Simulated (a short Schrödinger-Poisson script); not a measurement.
Stack: MOS inversion layer, Al2O3 on p-type Si(110), at 300 K.

| layer | material | thickness (nm) | Na (cm⁻³) |
|---|---|---|---|
| 1 | Al2O3 | 2.3 | - |
| 2 | Si | 910 | 2.2e17 |

Constants are typed, rounded textbook-type inputs, not results; the design itself was drawn at random and stands for no fabricated device. Al2O3: permittivity 9, conduction-band edge (eV) 2.7, gap (eV) 6.8, electron mass (mₑ) 0.3. Si: permittivity 11.7, conduction-band edge (eV) 0, gap (eV) 1.124, Nv at 300 K (cm⁻³) 3.1e19.

Channel valleys (confinement mass, in-plane density-of-states mass, number): Δ4 0.315, 0.324, 4; Δ2 0.19, 0.417, 2. At the gate the conduction-band edge of layer 1 lies 2.91 eV − eVg above the Fermi level of the channel; the field vanishes at the back. Gaps are held at their typed values at every temperature. Mesh 0.03 nm at interfaces.

Solved with a short Schrödinger-Poisson script written for these runs: 1D Poisson equation in equilibrium, electrons quantum, Hartree (BenDaniel-Duke, 12 states a valley, the channel's in-plane mass for all, wave functions free to enter the dielectric), parabolic valleys, classical holes, full ionisation, no traps, pinning or gate leakage.

Only gate voltages with over 1e8 electrons/cm² are shown.

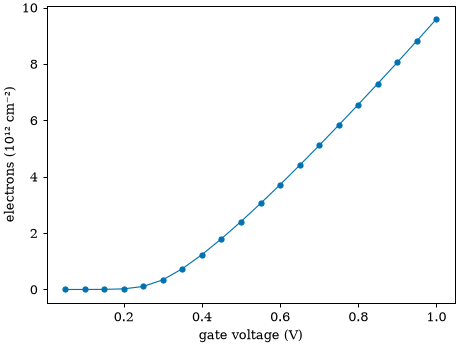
*Sheet density against gate voltage*

```
Vg (V)  electrons (cm⁻²)  C (μF/cm²)  Δ4 E0 (meV)  Δ4 E1 (meV)  Δ2 E0 (meV)  Δ2 E1 (meV)
------  ----------------  ----------  -----------  -----------  -----------  -----------
0.05              1.14e8       0.151        313.3        379.2        326.8        404.1
0.15              3.94e9       0.162        221.4        290.2        235.3        316.2
0.25             1.07e11       0.581        135.6        207.7        150.3        234.7
0.35             7.36e11        1.49         84.7        161.8        100.6        189.8
0.45             1.80e12        1.90         60.3        143.6         77.9        172.3
0.55             3.05e12        2.10         45.3        134.8         64.6        163.9
0.65             4.41e12        2.23         34.4        129.8         55.3        159.3
0.75             5.83e12        2.33         25.8        126.7         48.2        156.5
0.85             7.31e12        2.40         18.5        124.8         42.4        154.8
0.95             8.82e12        2.46         12.3        123.6         37.5        153.7
```

Subbands count from the Fermi level.
